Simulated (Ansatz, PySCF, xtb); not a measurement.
Pulling on the B1–H2 bond in BF2H (SMILES FBF) (multiplicity 1 held, fragments rigid). Energies count from the point at 1.187 Å.
Geometry at that point (charge 0, multiplicity 1):
```xyz
4

B     -0.2354    -0.3854     0.0819
H     -0.8442    -1.3818     0.2937
F      0.8992    -0.1388     0.7049
F     -0.6746     0.5064    -0.7830
```

Restricted levels (R-, RO-) in cc, def2 and unpolarised 6-31G sets keep to the state of the molecule at rest. Active spaces are followed from a long bond inwards. Curves can end on different states.

Correlated levels freeze the cores. Rows in 3-21G carry no dispersion term and start afresh at each structure.

Codes used: Ansatz (Gaussian orbitals); PySCF for 3-21G rows; xtb for the GFN methods. Each number belongs to the level named beside it. The GFN methods have no spin term and hold the electronic entropy of 300 K.

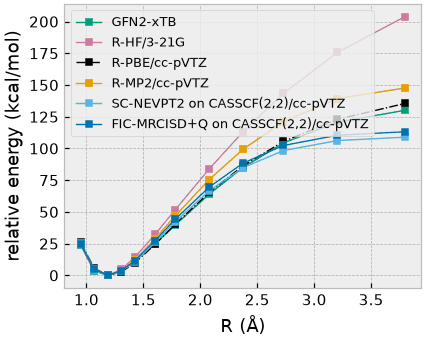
Fig. 1. Relative energy along the coordinate

Read off the R-MP2/cc-pVTZ curve at R = 2.730.

about 120 kcal/mol

Doubts at one or more of the structures used: a restricted determinant that unrestricted orbitals would lower (R-HF/3-21G, R-PBE/cc-pVTZ, R-MP2/cc-pVTZ).

Ansatz is a quantum-chemistry and plane-wave program.
